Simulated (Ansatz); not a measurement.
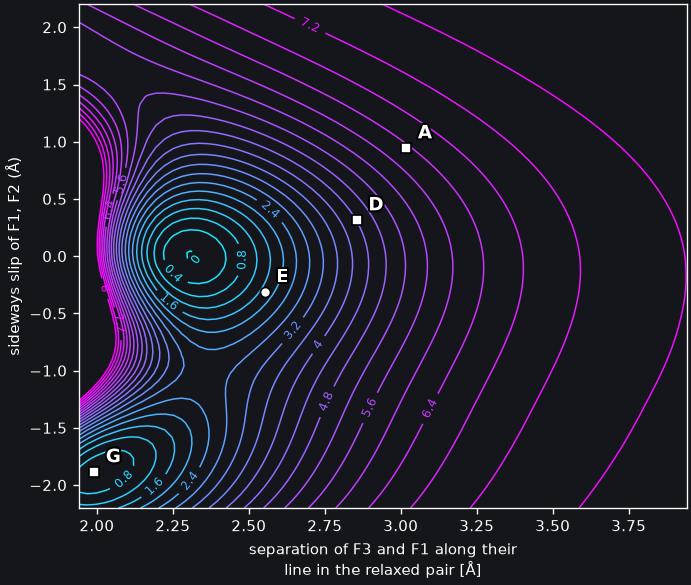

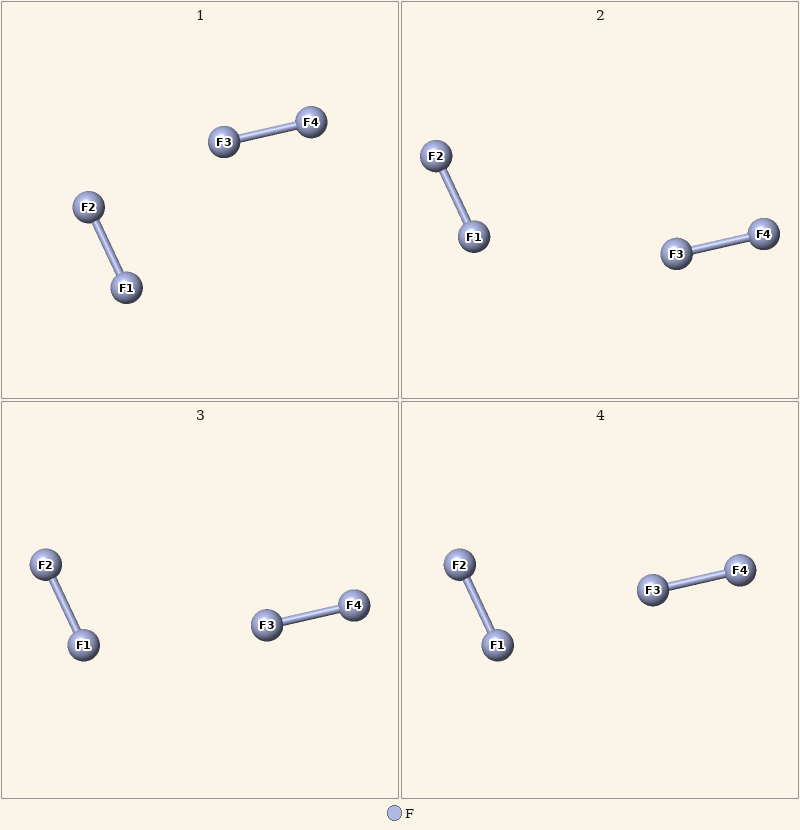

The pair F₂···F₂. The first coordinate is: separation of F3 and F1 along their line in the relaxed pair; the second: sideways slip of F1, F2. Nothing is relaxed (both partners rigid). Grid: 15 × 15 points. Points are written as (first, second). Energies are in kJ/mol, from the lowest grid point. Theory: Ansatz, RKS SPW92 (LDA)/def2-TZVPD.

In the figure: contour lines labelled in kJ/mol (none above 8), lettered points. Between grid points the surface is interpolated. The numbered pictures are the structures at these points, in random order.

**Which structure belongs to which point?**

A is structure 2: (3.018 Å, 0.943 Å), 6.3 kJ/mol; D is structure 3: (2.855 Å, 0.314 Å), 4.4 kJ/mol; E is structure 4: (2.552 Å, −0.314 Å), 1.7 kJ/mol; G is structure 1: (1.991 Å, −1.886 Å), 0.5 kJ/mol.
